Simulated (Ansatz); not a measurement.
CH6BSi (charge +1)

Input

```
crystal:
  periodic: [false, false, false]
  atoms:
    - {symbol: C, position_ang: [-0.787784, 0.973114, -0.707457]}
    - {symbol: B, position_ang: [0.426721, 0.126082, -0.332076]}
    - {symbol: Si, position_ang: [0.633224, -1.178428, 1.172263]}
    - {symbol: H, position_ang: [-1.249852, 0.381150, -1.523875]}
    - {symbol: H, position_ang: [-0.503001, 1.914018, -1.184832]}
    - {symbol: H, position_ang: [-1.556575, 1.132091, 0.046085]}
    - {symbol: H, position_ang: [1.440877, 0.099096, -0.980278]}
    - {symbol: H, position_ang: [0.301471, -2.616837, 1.060338]}
    - {symbol: H, position_ang: [1.294909, -0.830285, 2.449823]}
basis:
  gaussian: {orbitals: def2-TZVPP}
total_charge: 1
hamiltonian: {xc: pbe0, dispersion: d4}
output: {orbitals: {seedname: orbitals}}
```

Launched as:

```sh
ansatz run in.yaml --threads 2 --pin off --events-out ev --progress --plain --max-ram 4352MiB
```

Geometry: PBE0-D4/def2-TZVP.

Level of theory: RKS PBE0-D4/def2-TZVPP in Ansatz.

### What will maps of the electron density and electron localisation function show?

C–B (1.53 Å): ρ at the midpoint is about 1.5 e/Å³; the ELF peaks at about 0.95 between the atoms; a covalent bond.
Si–B (2.00 Å): the density is about 0.82 e/Å³ at the midpoint; the ELF peaks at about 1 between the atoms (localised, covalent bonding).
C–H (1.09 Å): the density is about 2 e/Å³ at the midpoint; the ELF climbs to about 1 towards the hydrogen, as it does in any bond to H: a covalent bond by its length.
B–H (1.20 Å): ρ is about 1.3 e/Å³ halfway; the ELF climbs to about 1 towards the hydrogen (a covalent bond by its length).

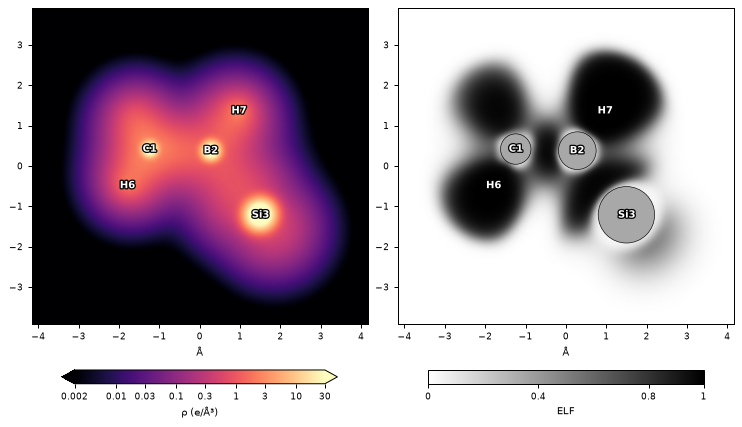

Computed electron density and electron localisation function on the plane of atoms Si3, B2 and H7, in this order. Grey discs cover the atomic cores in the ELF map. 
